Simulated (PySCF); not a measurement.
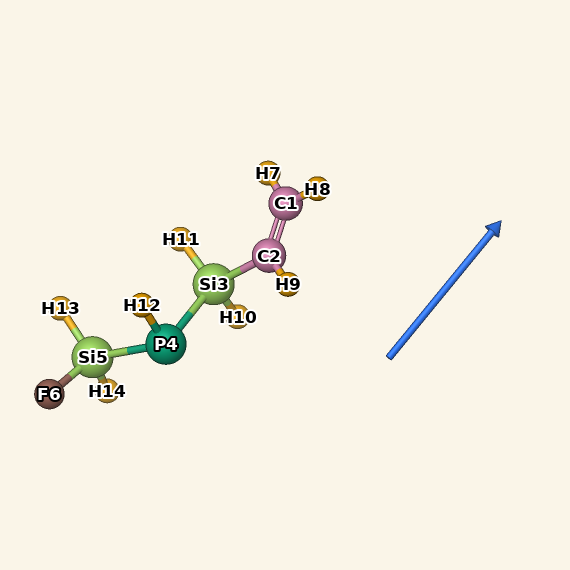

The arrow beside the molecule shows the direction of the dipole moment, from the negative to the positive end (its length means nothing). The computed structure is the end point of a GFN2-xTB optimisation. No frequency run is at hand to confirm it as a minimum. Level of theory: B3LYP/def2-SVPD, gas phase (PySCF 2.14.0).

Estimate the dipole moment.

Answer. 2.65 D; it points from the side of F6 to the side of H8 (the outermost atoms at the two ends).

The geometry is semi-empirical. Around P, Si such bond lengths and angles can be off by a tenth of an ångström or more and by several degrees, and values that hang on the shape move with them.
